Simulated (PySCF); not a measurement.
# What a change does: NMR shielding calculation on CH2ClF3Si

System: CH2ClF3Si, SMILES FC(F)(F)[SiH2]Cl.
Method of the first run: GIAO PBE0/STO-3G NMR shielding, non-relativistic, gas phase (PySCF 2.14.0).

The geometry comes from this level: PBE0-D3(BJ)/def2-SVP. Text and figures count atoms from 1; the logs count them from 0 in places.

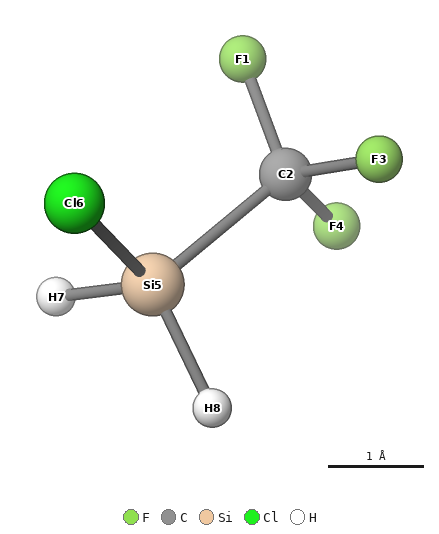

Figure 1. The input geometry (ball-and-stick view, seen at a tilt; atoms are numbered from 1 in the order of the input).

## Input, the first run
```
{"job": {"kind": "nmr", "xc": "PBE0", "basis": "STO-3G", "pop": true}, "charge": 0, "multiplicity": 1}
F      1.369473     0.039267    -1.354955
C      0.974716    -0.119022    -0.087184
F      1.623110     0.783078     0.656259
F      1.378694    -1.337021     0.311559
Si    -0.940892     0.002511     0.115230
Cl    -1.543102     1.859491    -0.517181
H     -1.552223    -1.055048    -0.727621
H     -1.248572    -0.168748     1.557046
```

The first line tells a small driver script what to run in PySCF; the rest is the geometry in Å.

Launched with:
```bash
OMP_NUM_THREADS=1 python <driver script> task.json out
```

Hardware: 1 CPU thread, shared host.

## Output (the first run)
```
coarse grid: 8832 points
cycle   1  E = -1074.7389494013  dE =  4.221e-01  |g| = 7.374e-01  |ddm| = 3.492e+00
cycle   2  E = -1074.7391053801  dE = -1.560e-04  |g| = 8.057e-01  |ddm| = 2.127e+00
cycle   3  E = -1074.9289458080  dE = -1.898e-01  |g| = 1.813e-02  |ddm| = 1.065e+00
cycle   4  E = -1074.9290662456  dE = -1.204e-04  |g| = 9.916e-03  |ddm| = 6.173e-02
cycle   5  E = -1074.9291054917  dE = -3.925e-05  |g| = 1.281e-03  |ddm| = 1.986e-02
cycle   6  E = -1074.9291061566  dE = -6.649e-07  |g| = 3.792e-04  |ddm| = 3.022e-03
final grid: 80440 points
cycle   7  E = -1074.8602224299  dE = -4.418e-06  |g| = 2.399e-03  |ddm| = 8.423e-03
cycle   8  E = -1074.8602225823  dE = -1.524e-07  |g| = 2.330e-03  |ddm| = 5.904e-03
cycle   9  E = -1074.8602241635  dE = -1.581e-06  |g| = 7.830e-05  |ddm| = 2.906e-03
cycle  10  E = -1074.8602241659  dE = -2.417e-09  |g| = 2.170e-05  |ddm| = 1.820e-04
cycle  11  E = -1074.8602241661  dE = -1.992e-10  |g| = 2.460e-06  |ddm| = 4.674e-05
converged SCF energy = -1074.8602241661

GIAO shielding tensors (ppm)
atom      isotropic    diamagn.    paramagn.     s11        s22        s33       span
  0 F      384.730     454.164     -69.434    330.856    406.877    416.457     85.601
  1 C      135.395     255.665    -120.270    114.675    145.437    146.072     31.397
  2 F      384.882     454.202     -69.321    330.766    407.113    416.766     85.999
  3 F      382.798     454.645     -71.847    330.951    407.032    410.412     79.461
  4 Si     564.995     867.849    -302.854    535.917    538.276    620.791     84.874
  5 Cl    1210.440    1129.251      81.189   1081.790   1255.291   1294.239    212.449
  6 H       29.635      30.153      -0.517     25.143     27.373     36.390     11.247
  7 H       29.638      30.177      -0.539     25.149     27.371     36.394     11.245
```

For the second run the input was changed thus:
```diff
-"basis": "STO-3G"
+"basis": "aug-cc-pVDZ"
```

How does the second run compare with the first run?

The total energy of the second run is 8262.5 kcal/mol lower, which measures the change of basis and not a stability. The HOMO goes from −5.25 to −9.36 eV. The LUMO goes from 4.04 to −0.68 eV. The dipole moment goes from 2.33 to 1.84 D. Of all shieldings, the largest change is that of Cl6, by −186.4 ppm. Diffuse functions give room to the loosely bound empty orbitals, which lowers the LUMO. The SCF takes 12 iterations against 11. The basis functions go from 40 to 164.

## Output (the second run)
```
coarse grid: 8832 points
cycle   1  E = -1087.8988785997  dE =  7.992e-01  |g| = 7.839e-01  |ddm| = 5.138e+00
cycle   2  E = -1087.7656386522  dE =  1.332e-01  |g| = 1.203e+00  |ddm| = 2.580e+00
cycle   3  E = -1088.0123433575  dE = -2.467e-01  |g| = 3.212e-02  |ddm| = 1.490e+00
cycle   4  E = -1088.0124978059  dE = -1.544e-04  |g| = 1.650e-02  |ddm| = 8.915e-02
cycle   5  E = -1088.0125563956  dE = -5.859e-05  |g| = 4.176e-03  |ddm| = 3.816e-02
cycle   6  E = -1088.0125610889  dE = -4.693e-06  |g| = 7.935e-04  |ddm| = 8.398e-03
final grid: 80440 points
cycle   7  E = -1088.0274050311  dE = -2.516e-05  |g| = 5.322e-03  |ddm| = 5.917e-02
cycle   8  E = -1088.0274008563  dE =  4.175e-06  |g| = 7.507e-03  |ddm| = 1.652e-02
cycle   9  E = -1088.0274103580  dE = -9.502e-06  |g| = 3.780e-04  |ddm| = 8.881e-03
cycle  10  E = -1088.0274103865  dE = -2.852e-08  |g| = 1.651e-04  |ddm| = 1.038e-03
cycle  11  E = -1088.0274103928  dE = -6.238e-09  |g| = 3.975e-05  |ddm| = 3.447e-04
cycle  12  E = -1088.0274103931  dE = -3.070e-10  |g| = 1.637e-05  |ddm| = 7.230e-05
converged SCF energy = -1088.0274103931

GIAO shielding tensors (ppm)
atom      isotropic    diamagn.    paramagn.     s11        s22        s33       span
  0 F      265.126     471.929    -206.802    177.954    277.075    340.351    162.397
  1 C       67.737     228.323    -160.586     64.679     68.414     70.119      5.439
  2 F      265.061     471.969    -206.908    178.110    276.907    340.167    162.057
  3 F      265.175     473.422    -208.247    173.807    282.631    339.088    165.281
  4 Si     443.375     890.771    -447.396    422.809    427.886    479.431     56.622
  5 Cl    1024.013    1147.231    -123.218    971.612   1037.712   1062.714     91.101
  6 H       26.133      26.653      -0.520     22.439     24.599     31.360      8.921
  7 H       26.132      26.677      -0.544     22.446     24.594     31.356      8.910
```

## The two runs side by side

| quantity | the first run | the second run |
| --- | --- | --- |
| outcome | converged | converged |
| total energy (hartree) | −1074.860224 | −1088.027410 |
| HOMO (eV) | −5.25 | −9.36 |
| LUMO (eV) | 4.04 | −0.68 |
| dipole moment (D) | 2.33 | 1.84 |
| shielding of F1 (ppm) | 384.7 | 265.1 |
| shielding of C2 (ppm) | 135.4 | 67.7 |
| shielding of F3 (ppm) | 384.9 | 265.1 |
| shielding of F4 (ppm) | 382.8 | 265.2 |
| shielding of Si5 (ppm) | 565.0 | 443.4 |
| shielding of Cl6 (ppm) | 1210.4 | 1024.0 |
| shielding of H8 (ppm) | 29.6 | 26.1 |
| SCF iterations | 11 | 12 |
| basis functions | 40 | 164 |
| wall time (shared host) | 2.5 s | 13 s |
